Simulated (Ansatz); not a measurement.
# Frequency calculation, with input and output: AlSiH4Cl3O

The run: frequency calculation of AlSiH4Cl3O. Method and program: RKS PBE/6-31G* (Ansatz 0.2.0).

It belongs to a series of runs on one base structure; here: vibrations at the highest image of the band. Figures and captions count atoms from 1; the log counts them from 0 in places.

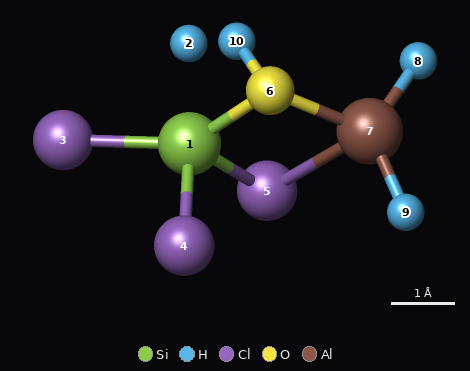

The structure as given in the input (ball-and-stick view, seen at a tilt; atoms are numbered from 1 in the order of the input). Sticks mark near contacts. Bond lengths as drawn: Al–Cl 2.60 Å, Al–H 1.59 Å, Al–O 1.85 Å, Cl–Si 2.09 to 2.17 Å, H–O 1.27 Å and O–Si 1.77 Å.

The input
```yaml
crystal:
  periodic: [false, false, false]
  atoms:
    - { symbol: Si, position_ang: [-0.33217, 0.123965, 0.025132] }
    - { symbol: H, position_ang: [0.016048, -1.100704, 1.214696] }
    - { symbol: Cl, position_ang: [1.742277, 0.374531, 0.059964] }
    - { symbol: Cl, position_ang: [-0.818212, 1.934466, -0.916122] }
    - { symbol: Cl, position_ang: [-0.978186, -1.34704, -1.427918] }
    - { symbol: O, position_ang: [-1.784308, 0.035122, 1.025425] }
    - { symbol: Al, position_ang: [-3.076582, -0.821899, 0.008943] }
    - { symbol: H, position_ang: [-3.44957, -2.236584, 0.634533] }
    - { symbol: H, position_ang: [-3.944499, 0.105599, -0.940693] }
    - { symbol: H, position_ang: [-0.941699, -0.805655, 1.45524] }
basis:
  gaussian: { orbitals: "6-31G*" }
hamiltonian:
  xc: pbe
phonons: {}
```

Hardware: 4 threads of AMD EPYC (Zen 5), 16 GiB of memory available, shared host.

Launched with:
```bash
ansatz run input.yaml --threads 4 --pin off --max-ram 5120MiB --backend cpu --events-out ev --progress --plain --runs-dir out
```

The program's output
```
Engine: ansatz 0.2.0, x86_64-unknown-linux-gnu
Functional definition: PBE
  parameter kappa = 0.804
  parameter beta = 0.06672455060314922
  exchange = pbe_x(kappa = kappa, mu = beta*pi^2/3)
  correlation = pbe_c(beta = beta)
1406 factors; their error is unknown
mean field evaluation 1: about -54124.1004 eV, gradient 5.7e1 eV
mean field evaluation 2: about -54075.6150 eV, gradient 1.6e2 eV
mean field evaluation 4: about -54129.8854 eV, gradient 1.0e1 eV
mean field evaluation 8: about -54130.1936 eV, gradient 1.5e-1 eV
mean field evaluation 16: about -54130.1232 eV, gradient 1.6e-4 eV
mean field -54130.12324055 eV, -1989.2453383749 hartree, gradient 6.7e-5 eV, S^2 0.000000; 0 other end points of the search recorded, 0 dependent functions left out
the calculation of the forces begins
reference -54130.12328854 eV, -1989.2453401385 hartree; 45, 45 occupied and 73, 73 virtual orbitals, 1406 factors
these checks for a lower state are left out or cut short: stability, starts, cluster_reference, orbital_swaps, neighbouring_geometries, increment
1406 factors; their error is unknown
mean field -54130.12316684 eV, -1989.2453356661 hartree, gradient 8.1e-7 eV, S^2 0.000000; 0 other end points of the search recorded, 0 dependent functions left out
[... from here on the field's lines of each further geometry are left out, up to the last ...]
the calculation of the forces begins
reference -54130.12324226 eV, -1989.2453384376 hartree; 45, 45 occupied and 73, 73 virtual orbitals, 1406 factors
these checks for a lower state are left out or cut short: stability, starts, cluster_reference, orbital_swaps, neighbouring_geometries, increment
1406 factors; their error is unknown
mean field -54130.12323891 eV, -1989.2453383145 hartree, gradient 8.3e-7 eV, S^2 0.000000; 0 other end points of the search recorded, 0 dependent functions left out
the calculation of the forces begins
reference -54130.12328690 eV, -1989.2453400781 hartree; 45, 45 occupied and 73, 73 virtual orbitals, 1406 factors
WARN: phonons: modes at or below zero, which the zero-point energy, F, S and C_V leave out: 1, the lowest at -1371.24 cm⁻¹. A minimum has none, and a first-order saddle one
Total energy: -54130.12328854 eV, -1989.2453401385 hartree
Atom 0 at    -0.332170     0.123965     0.025132 Å, force     0.005984    -0.006332     0.002568 eV/Å
Atom 1 at     0.016048    -1.100704     1.214696 Å, force     0.006628     0.000139    -0.010789 eV/Å
Atom 2 at     1.742277     0.374531     0.059964 Å, force    -0.004031     0.003445     0.006675 eV/Å
Atom 3 at    -0.818212     1.934466    -0.916122 Å, force    -0.002767    -0.000505    -0.005143 eV/Å
Atom 4 at    -0.978186    -1.347040    -1.427918 Å, force    -0.000876    -0.003381    -0.003689 eV/Å
Atom 5 at    -1.784308     0.035122     1.025425 Å, force     0.029190    -0.005271     0.024553 eV/Å
Atom 6 at    -3.076582    -0.821899     0.008943 Å, force    -0.006601    -0.005643    -0.006939 eV/Å
Atom 7 at    -3.449570    -2.236584     0.634533 Å, force     0.000260     0.001228     0.000152 eV/Å
Atom 8 at    -3.944499     0.105599    -0.940693 Å, force     0.001503     0.000532     0.001547 eV/Å
Atom 9 at    -0.941699    -0.805655     1.455240 Å, force    -0.029290     0.015788    -0.008934 eV/Å
Dipole moment:    -0.186319    -0.308192     0.177102 e Å
Vibrations: -1371.24 33.74 87.90 155.42 174.21 221.05 262.02 321.10 346.93 407.36 467.38 495.73 530.84 559.38 600.01 634.61 708.94 805.57 979.97 1201.55 1740.65 1843.68 1921.51 1953.40 cm⁻¹, zero-point energy 1.019954 eV
```

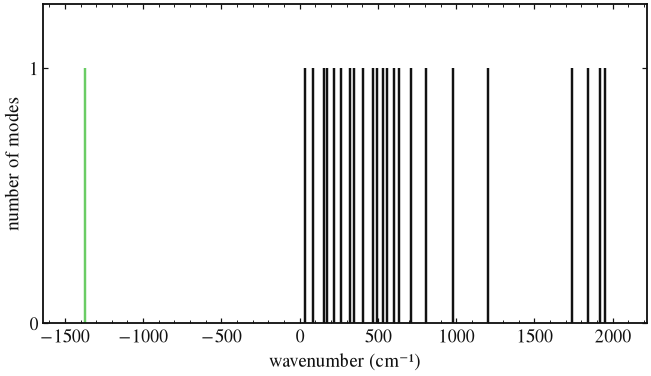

Harmonic vibrational wavenumbers from the force constants; neighbouring modes closer than 15 cm⁻¹ are counted in one stick, and imaginary ones are drawn at negative wavenumbers. 24 modes from 1371i to 1953 cm⁻¹, 1 imaginary beyond 8i (1371i cm⁻¹): a first-order saddle point, if the geometry is stationary.

Results in brief

- outcome: converged
- total energy: −54130.1233 eV
- mean-field energy: −54130.1233 eV
- largest force (length of the vector): 0.039 eV/Å
- wall time: 31 s (CPU time 1.8 min)
- peak memory: 0.18 GiB
